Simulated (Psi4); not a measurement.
# GeH3O (SMILES [O][GeH3]) at UB3LYP/def2-TZVPD (ints tolerance 1e-12, sweep point 6)

What is the vertical ionisation energy of GeH3O at UB3LYP/def2-TZVPD (ints tolerance 1e-12, sweep point 6)? Input form: a Python script.

The results are computed with Psi4 1.11.

4 further runs of the same task are left out: 4 set aside as unsound or not needed.

### Step 1. The molecule

GeH3O: 5 atoms, total charge 0, spin state doublet. As SMILES, `[O][GeH3]`. The coordinates come from a PBE0-D4/def2-TZVP relaxation.

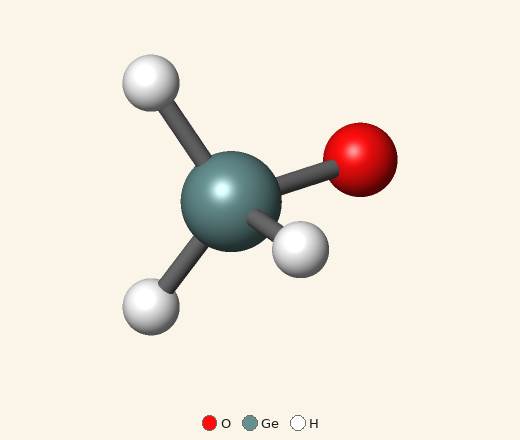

The structure, seen from a chosen angle (oxygen red, germanium teal, hydrogen white).

### Step 2. The energy at UB3LYP/def2-TZVPD (ints tolerance 1e-12, sweep point 6)

The input, run.py:

```python
import psi4

psi4.set_memory(1600000000)
psi4.set_num_threads(1)
psi4.core.set_output_file('geh3o.out', False)

molecule = psi4.geometry("""
0 2
O     -1.443900     0.418600     0.777300
Ge     0.072300    -0.056300    -0.056900
H     -0.162200    -0.091200    -1.574700
H      0.548000    -1.418100     0.471500
H      1.035700     1.073400     0.341400
symmetry c1
""")

options = {'basis': 'def2-TZVPD', 'reference': 'uks', 'puream': True, 'scf_type': 'direct', 'dft_radial_points': 99, 'dft_spherical_points': 590, 'ints_tolerance': 1e-12, 'maxiter': 100}
psi4.set_options(options)

e_tot = psi4.energy("B3LYP", molecule=molecule)
print('E =', round(e_tot, 9))
for k, v in sorted(psi4.core.scalar_variables().items()):
    print(f'{k:45s} {v:18.10f}')
```

Launch:

```bash
python run.py
```

geh3o.out:

```text
[...]
  Running in c1 symmetry.
[...]
  Nuclear repulsion =  113.909881399441815
[...]
  Multiplicity = 2
[...]
  Nalpha       = 22
  Nbeta        = 21
[...]
    Number of basis functions: 121
[...]
   @DF-UKS iter   1: -2152.39734661241573   -1.81325e+00   2.58926e-02 ADIIS/DIIS
[...]
   @UKS iter  12: -2154.03724372551733   -2.99310e-08   2.26902e-07 DIIS
[...]
   @S^2 Observed:                7.541668494E-01
[...]
    Orbital Energies [Eh]
    ---------------------
    Alpha Occupied:
       1A   -398.765179     2A    -49.807033     3A    -44.328169
       4A    -44.327489     5A    -44.327240     6A    -19.180557
       7A     -6.243213     8A     -4.416342     9A     -4.414274
      10A     -4.413470    11A     -1.244009    12A     -1.239160
      13A     -1.237550    14A     -1.235767    15A     -1.235364
      16A     -0.968581    17A     -0.567735    18A     -0.426301
      19A     -0.387914    20A     -0.384725    21A     -0.353452
      22A     -0.319364
    Alpha Virtual:
      23A     -0.018147    24A     -0.004978    25A      0.029922
[...]
  @UKS Final Energy: -2154.03724372551733
   => Energetics <=
    Nuclear Repulsion Energy =            113.9098813994418151
    One-Electron Energy =               -3226.5057648766041893
    Two-Electron Energy =                1029.9797082981783660
    DFT Exchange-Correlation Energy =     -71.4210685465329789
    Empirical Dispersion Energy =           0.0000000000000000
    VV10 Nonlocal Energy =                  0.0000000000000000
    Total Energy =                      -2154.0372437255173281
[...]
 Multipole Moments:
 ------------------------------------------------------------------------------------
     Multipole            Electronic (a.u.)      Nuclear  (a.u.)        Total (a.u.)
 ------------------------------------------------------------------------------------
 L = 1.  Multiply by 2.5417464519 to convert [e a0] to [Debye]
 Dipole X            :          1.2187746           -0.5033161            0.7154584
 Dipole Y            :         -0.4863947            0.2688943           -0.2175003
 Dipole Z            :         -0.7385494            0.3491948           -0.3893545
 Magnitude           :                                                    0.8430801
[...]
```

On the terminal:

```text
E = -2154.037243726
CURRENT ENERGY                                  -2154.0372437255
CURRENT REFERENCE ENERGY                        -2154.0372437255
DD SOLVATION ENERGY                                 0.0000000000
DFT FUNCTIONAL TOTAL ENERGY                     -2154.0372437255
DFT TOTAL ENERGY                                -2154.0372437255
DFT VV10 ENERGY                                     0.0000000000
DFT XC ENERGY                                     -71.4210685465
GRID ELECTRONS ALPHA                               21.9999999193
GRID ELECTRONS BETA                                20.9999999780
GRID ELECTRONS TOTAL                               42.9999998973
NUCLEAR REPULSION ENERGY                          113.9098813994
ONE-ELECTRON ENERGY                             -3226.5057648766
PCM POLARIZATION ENERGY                             0.0000000000
PE ENERGY                                           0.0000000000
SCF ITERATION ENERGY                            -2154.0372437255
SCF ITERATIONS                                     12.0000000000
SCF TOTAL ENERGY                                -2154.0372437255
TWO-ELECTRON ENERGY                              1029.9797082982
XC GRID RADIAL POINTS                              99.0000000000
XC GRID SPHERICAL POINTS                          590.0000000000
XC GRID TOTAL POINTS                           281309.0000000000
```

Wall time 39 s (1 thread of Intel Xeon Platinum 8259CL at 2.50GHz (Skylake/Cascade Lake), shared host); peak memory 1.1 GiB.

### Step 3. The singlet cation, same level

The input, job.py:

```python
import psi4

psi4.set_memory(1600000000)
psi4.set_num_threads(1)
psi4.set_output_file('geh3o.out', False)

mol = psi4.geometry("""
1 1
O     -1.443900     0.418600     0.777300
Ge     0.072300    -0.056300    -0.056900
H     -0.162200    -0.091200    -1.574700
H      0.548000    -1.418100     0.471500
H      1.035700     1.073400     0.341400
units angstrom
symmetry c1
""")

options = {'puream': True, 'scf_type': 'direct', 'dft_radial_points': 99, 'dft_spherical_points': 590, 'ints_tolerance': 1e-12, 'maxiter': 60}
psi4.set_options(options)

E, wfn = psi4.energy("b3lyp/def2-TZVPD", return_wfn=True)
print(f'total energy {E:.8f} hartree = {E * 27.211386:.5f} eV')
for k, v in sorted(psi4.core.scalar_variables().items()):
    print(f'{k:45s} {v:18.10f}')
```

Launch:

```bash
python job.py
```

geh3o.out:

```text
[...]
  Running in c1 symmetry.
[...]
  Nuclear repulsion =  113.909881399441815
[...]
  Multiplicity = 1
[...]
  Nalpha       = 21
  Nbeta        = 21
[...]
    Number of basis functions: 121
[...]
   @DF-RKS iter   1: -2151.97451711626400   -1.39042e+00   2.58691e-02 ADIIS/DIIS
[...]
   @RKS iter  13: -2153.57322262956131   -1.05742e-08   3.70418e-07 DIIS
[...]
    Orbital Energies [Eh]
    ---------------------
    Doubly Occupied:
       1A   -399.048739     2A    -50.090590     3A    -44.612301
       4A    -44.611236     5A    -44.610099     6A    -19.523888
       7A     -6.525755     8A     -4.700022     9A     -4.697695
      10A     -4.693576    11A     -1.527700    12A     -1.522286
      13A     -1.518492    14A     -1.517439    15A     -1.517096
      16A     -1.248603    17A     -0.839158    18A     -0.673086
      19A     -0.661296    20A     -0.658669    21A     -0.590947
[...]
  @RKS Final Energy: -2153.57322262956131
   => Energetics <=
    Nuclear Repulsion Energy =            113.9098813994418151
    One-Electron Energy =               -3214.1147618374757258
    Two-Electron Energy =                1017.7377810178128357
    DFT Exchange-Correlation Energy =     -71.1061232093409217
    Empirical Dispersion Energy =           0.0000000000000000
    VV10 Nonlocal Energy =                  0.0000000000000000
    Total Energy =                      -2153.5732226295622240
[...]
 Multipole Moments:
 ------------------------------------------------------------------------------------
     Multipole            Electronic (a.u.)      Nuclear  (a.u.)        Total (a.u.)
 ------------------------------------------------------------------------------------
 L = 1.  Multiply by 2.5417464519 to convert [e a0] to [Debye]
 Dipole X            :          1.2769580           -0.5033161            0.7736419
 Dipole Y            :         -0.2137138            0.2688943            0.0551805
 Dipole Z            :         -0.5815727            0.3491948           -0.2323778
 Magnitude           :                                                    0.8096704
[...]
```

Standard output:

```text
total energy -2153.57322263 hartree = -58601.71224 eV
CURRENT ENERGY                                  -2153.5732226296
CURRENT REFERENCE ENERGY                        -2153.5732226296
DD SOLVATION ENERGY                                 0.0000000000
DFT FUNCTIONAL TOTAL ENERGY                     -2153.5732226296
DFT TOTAL ENERGY                                -2153.5732226296
DFT VV10 ENERGY                                     0.0000000000
DFT XC ENERGY                                     -71.1061232093
GRID ELECTRONS ALPHA                               20.9999999657
GRID ELECTRONS BETA                                20.9999999657
GRID ELECTRONS TOTAL                               41.9999999314
NUCLEAR REPULSION ENERGY                          113.9098813994
ONE-ELECTRON ENERGY                             -3214.1147618375
PCM POLARIZATION ENERGY                             0.0000000000
PE ENERGY                                           0.0000000000
SCF ITERATION ENERGY                            -2153.5732226296
SCF ITERATIONS                                     13.0000000000
SCF TOTAL ENERGY                                -2153.5732226296
TWO-ELECTRON ENERGY                              1017.7377810178
XC GRID RADIAL POINTS                              99.0000000000
XC GRID SPHERICAL POINTS                          590.0000000000
XC GRID TOTAL POINTS                           281309.0000000000
```

Wall time 26 s (1 thread of Intel Xeon Platinum 8259CL at 2.50GHz (Skylake/Cascade Lake), shared host); peak memory 1.1 GiB.

### Step 4. Summary of results

At UB3LYP/def2-TZVPD (ints tolerance 1e-12, sweep point 6):

| quantity | value |
| --- | --- |
| doublet GeH3O: total energy | -2154.03724 Eh |
| doublet GeH3O: dipole moment | 2.14 D |
| doublet GeH3O: HOMO energy (highest over α and β) | -8.16 eV |
| doublet GeH3O: LUMO energy (lowest over α and β) | -4.73 eV |
| doublet GeH3O: ⟨S²⟩ | 0.754 |
| singlet cation: total energy | -2153.57322 Eh |
| singlet cation: HOMO energy | -16.08 eV |
| singlet cation: LUMO energy | -14.92 eV |
| singlet cation: HOMO–LUMO gap | 1.16 eV |
| vertical ionisation energy (to the singlet cation) | 12.627 eV |

In words: The vertical ionisation energy comes to 12.63 eV (1218 kJ/mol). Only the singlet of the ionised species was computed; a triplet could lie lower.
